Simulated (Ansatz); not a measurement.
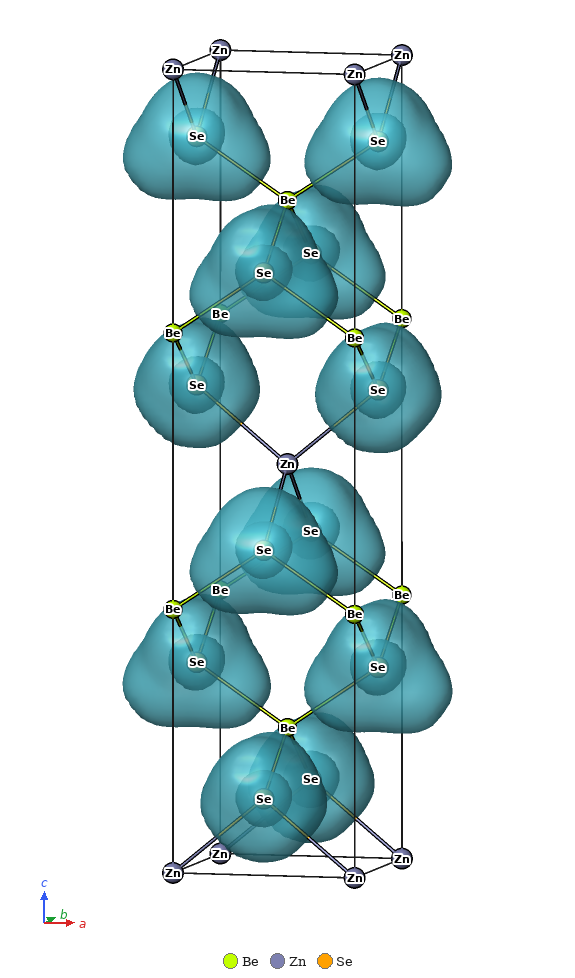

Be2ZnSe3. Isosurface of the electron localisation function at 0.65 (cyan), seen slightly off an axis. Only the valence region is drawn (cores and ρ < 0.01 e/Å³ removed). Sticks mark near contacts.

Space group I-4m2; a structure generated by program, which may or may not match a known phase.

All numbers below come from DFT PBE, scalar-relativistic, plane waves, PAW (Ansatz 0.2.0).

Core electrons are frozen (PAW), and the valence fields are smoothed inside the atomic spheres.

> Identify the bonds, lone pairs and shells in this picture.

The surface consists of six regions wrapped around Se (the valence shell of each), counted in one cell of 12 atoms. Any copies at cell faces, edges or corners count once. Along the contacts the grid gives the following. Be–Se (2.26 Å): the ELF peaks at about 0.90 between the atoms (a shared but strongly polarised pair). Zn–Se (2.44 Å): the ELF is about 0.60 at the midpoint.
